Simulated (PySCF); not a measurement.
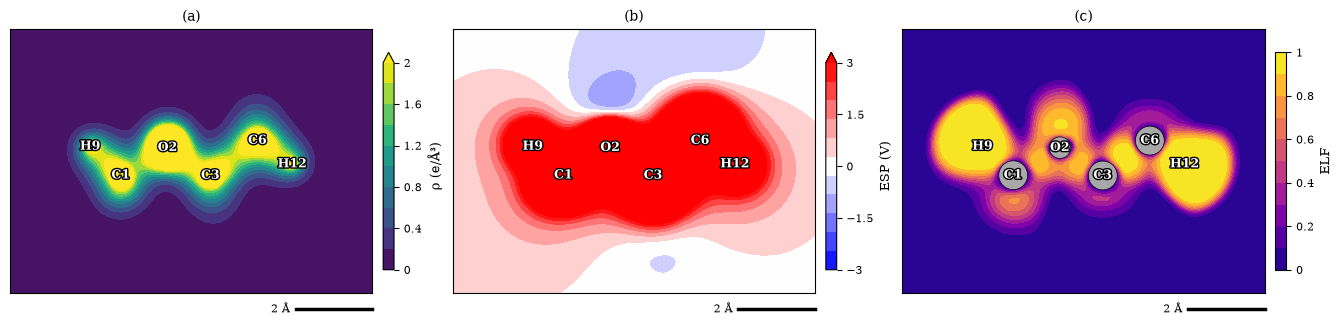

The picture shows: C₃H₄F₄O (HCF2CF2OMe). (a) total electron density; (b) electrostatic potential; (c) electron localisation function on the plane of atoms O2, C1 and H9. Grey discs cover the atomic cores in the ELF map.

Geometry: PBE0-D3(BJ)/def2-SVP.

Level of theory: PBE0/pcSseg-1, SCF density, in a chloroform solvent model, non-relativistic (PySCF 2.14.0).

Input

```
{"job": {"xc": "PBE0", "basis": "pcSseg-1", "solvent": "chloroform", "kind": "nmr", "pop": true}, "charge": 0, "multiplicity": 1}
C      1.880743    -0.198961    -0.264750
O      0.508665    -0.334682    -0.600283
C     -0.367946     0.206648     0.247613
F     -0.176825     1.538938     0.397871
F     -0.264965    -0.318912     1.492703
C     -1.797876    -0.018970    -0.246663
F     -1.958018     0.573299    -1.437421
F     -2.020691    -1.333268    -0.376255
H      2.439884    -0.726281    -1.045748
H      2.177374     0.860385    -0.250132
H      2.092637    -0.657617     0.712515
H     -2.511784     0.408734     0.478609
```

Run with:

```sh
OMP_NUM_THREADS=1 python ens_run.py task.json out
```

**Read the bonding off the picture.**

Atoms in the plane: C, O and H.
C–O (1.33 Å): the density is about 2.5 e/Å³ at the midpoint; the ELF peaks at about 0.90 between the atoms: a shared but strongly polarised pair.
C–C (1.53 Å): the density is about 1.8 e/Å³ at the midpoint; the ELF peaks at about 1 between the atoms (localised, covalent bonding).
C–H (1.10 Å): the density is about 2 e/Å³ at the midpoint; the ELF climbs to about 1 towards the hydrogen, as it does in any bond to H: a covalent bond by its length.
C–O (1.42 Å): the density is about 2 e/Å³ at the midpoint, with its minimum of 1.7 e/Å³ about 0.5 Å from C; the ELF peaks at about 0.90 between the atoms; a polar covalent bond.
The ELF also peaks beside O2, away from the bonds: lone-pair regions.
Outside the dense part of the molecule the potential is most negative (−1.3 V) near O2.
